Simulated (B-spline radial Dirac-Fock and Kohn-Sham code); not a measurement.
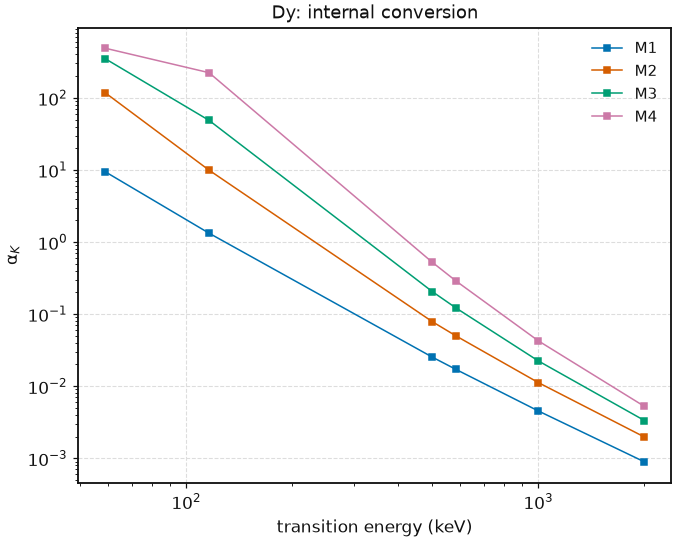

**Figure.** K-shell internal conversion coefficients against transition energy, at the marked points and joined by straight lines (also across edges). The figure is for dysprosium (Z = 66). The calculation used a Dirac–Hartree–Slater potential of the neutral atom, no hole, surface-current nucleus (a B-spline radial code).

M1 goes from 9.45 at 58.8 keV to 8.90 × 10⁻⁴ at 2000 keV; M2 goes from 118 at 58.8 keV to 0.00197 at 2000 keV; M3 goes from 350 at 58.8 keV to 0.00334 at 2000 keV; M4 goes from 489 at 58.8 keV to 0.00524 at 2000 keV.
